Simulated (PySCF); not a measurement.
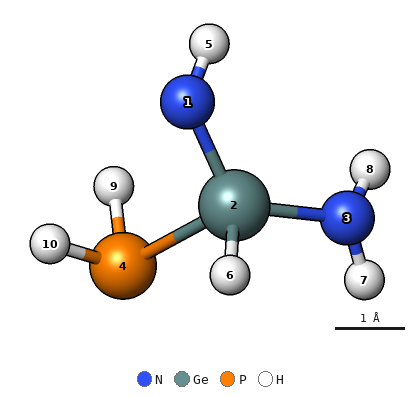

Fig. 1: The structure (ball-and-stick view, seen at a tilt; atoms are numbered from 1 in the order of the input). Sticks mark near contacts. Bond lengths as drawn: Ge–H 1.50 Å, Ge–N 1.73 to 1.83 Å, Ge–P 2.41 Å, H–N 1.01 Å and H–P 1.38 to 1.39 Å.

## Single-point calculation, with input and output: GePN₂H₆ (charge +1)

- system: GePN₂H₆, charge +1
- method: SVWN5/def2-SVP, RKS (PySCF 2.14.0)

The geometry is that of the parent species in another charge or spin state. The geometry comes from this level: GFN2-xTB.

**Output**
```
converged SCF energy = -2525.30586348722
total energy: -2525.30586349 hartree
```

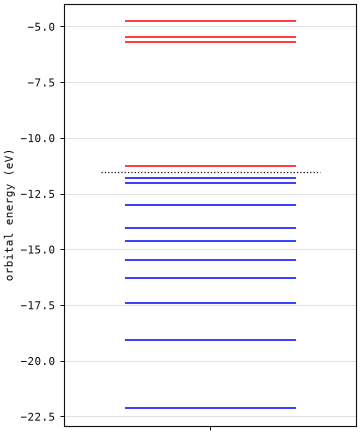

Fig. 2: Orbital energies near the frontier; the dotted line parts filled from empty levels, and levels within 0.02 eV of each other stand side by side. Highest filled −11.78 eV, lowest empty −11.25 eV, 0.53 eV apart.

This output came from the following input.

**The input (calc.py)**
```python
from pyscf import gto, dft

mol = gto.M(
    atom='start.xyz',
    max_memory=1860,
    basis='def2-svp',
    verbose=3,
    spin=0,
    charge=1,
)

mf = dft.RKS(mol, xc='svwn')
mf.grids.level = 4
mf.conv_tol = 1e-10
mf.kernel()
if not mf.converged:
    mf = mf.newton().run(mf.mo_coeff, mf.mo_occ)

etot = mf.e_tot
print(f'total energy: {etot:.8f} hartree')
```

**File start.xyz**
```
10

N     -0.981540     1.579930     0.122740
Ge     0.019240     0.250730     0.594230
N      1.817950     0.164190     0.289840
P     -1.025250    -1.630250    -0.484240
H     -0.692600     2.175930    -0.642080
H     -0.166160    -0.112670     2.042160
H      2.283670    -0.708530     0.479950
H      2.188750     0.557000    -0.562180
H     -1.142010    -1.027660    -1.729680
H     -2.302060    -1.248670    -0.110750
```

Command:
```bash
OMP_NUM_THREADS=1 python calc.py
```

**Summary**

```tsv
quantity	value
outcome	converged
total energy	−2525.305863 hartree
basis functions	108
HOMO	−11.78 eV
LUMO	−11.25 eV
hardware	1 thread of Arm Neoverse V1, 24 GiB of memory available, shared host
wall time	26 s
peak memory	0.38 GiB
```

**Notes**

The record of the run, not the program, notes: dipole of an ion depends on the origin.
